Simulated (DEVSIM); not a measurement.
System: illuminated Si p-on-n cell, one wavelength, at 300 K.

```tsv
layer (left to right)	material	thickness (μm)	Nd (cm⁻³)	Na (cm⁻³)	τn (s)	τp (s)	absorption coefficient (cm⁻¹)
1	Si	0.710	-	1.8e17	1.6e-6	8.4e-6	1200
2	Si	170	3.1e16	-	3.8e-5	3.8e-5	1200
```

Left contact: ohmic, minority electron recombination velocity 80000 cm/s. Right contact: ohmic, minority hole recombination velocity 300 cm/s. Voltage is applied to the left contact. Recombination: SRH at mid-gap, radiative, Auger. Light enters at the left, 5.8e16 photons cm⁻² s⁻¹, one pass, no reflection. Mobility is constant in doping.

The device is made up for the run: typed textbook-type constants, with dimensions and the other settings drawn at random. Values at 300 K.

```csv
parameter,Si
gap (eV),1.124
affinity (eV),4.05
permittivity,11.7
Nc (cm⁻³),2.86e19
Nv (cm⁻³),3.1e19
μn (cm²/Vs),1417
μp (cm²/Vs),470
B (cm³/s),4.7e-15
Cn (cm⁶/s),2.8e-31
Cp (cm⁶/s),9.9e-32
```

Model (solved in DEVSIM): 1D drift-diffusion, Boltzmann statistics, complete ionisation; no tunnelling, impact ionisation, image-force lowering or self-heating.

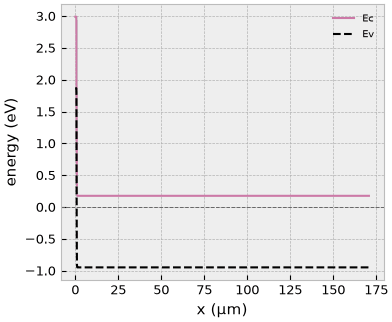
Figure. Band edges at -2.0 V on the left contact, in the dark

Energies count from the Fermi level of the right contact; mesh points crowd at the junctions.

| x (μm) | Ec (eV) | Ev (eV) | n (cm⁻³) | p (cm⁻³) | field (V/cm) |
|---|---|---|---|---|---|
| 0.000 | 2.991 | 1.867 | < 1e2 | 1.8e17 | ≈ 0 |
| 0.03845 | 2.991 | 1.867 | < 1e2 | 1.8e17 | ≈ 0 |
| 0.1282 | 2.991 | 1.867 | < 1e2 | 1.8e17 | ≈ 0 |
| 0.3550 | 2.991 | 1.867 | < 1e2 | 1.8e17 | ≈ 0 |
| 0.6186 | 2.990 | 1.867 | < 1e2 | 1.8e17 | -390 |
| 0.6887 | 2.812 | 1.688 | < 1e2 | 1.8e14 | -92000 |
| 0.7193 | 2.416 | 1.292 | < 1e2 | 3.9e7 | -150000 |
| 0.8039 | 1.354 | 0.230 | < 1e2 | < 1e2 | -110000 |
| 1.0000 | 0.213 | -0.911 | 7.6e15 | < 1e2 | -13000 |
| 1.522 | 0.176 | -0.948 | 3.1e16 | < 1e2 | ≈ 0 |
| 2.824 | 0.176 | -0.948 | 3.1e16 | < 1e2 | ≈ 0 |
| 8.576 | 0.176 | -0.948 | 3.1e16 | 110 | ≈ 0 |
| 20.86 | 0.176 | -0.948 | 3.1e16 | 290 | ≈ 0 |
| 54.40 | 0.176 | -0.948 | 3.1e16 | 720 | ≈ 0 |
| 133.1 | 0.176 | -0.948 | 3.1e16 | 1400 | ≈ 0 |
| 156.0 | 0.176 | -0.948 | 3.1e16 | 1600 | ≈ 0 |
| 165.2 | 0.176 | -0.948 | 3.1e16 | 1600 | ≈ 0 |
| 168.7 | 0.176 | -0.948 | 3.1e16 | 1700 | ≈ 0 |
| 170.2 | 0.176 | -0.948 | 3.1e16 | 1700 | ≈ 0 |
| 170.5 | 0.176 | -0.948 | 3.1e16 | 1700 | ≈ 0 |
| 170.7 | 0.176 | -0.948 | 3.1e16 | 1700 | ≈ 0 |
| 170.7 | 0.176 | -0.948 | 3.1e16 | 1700 | ≈ 0 |
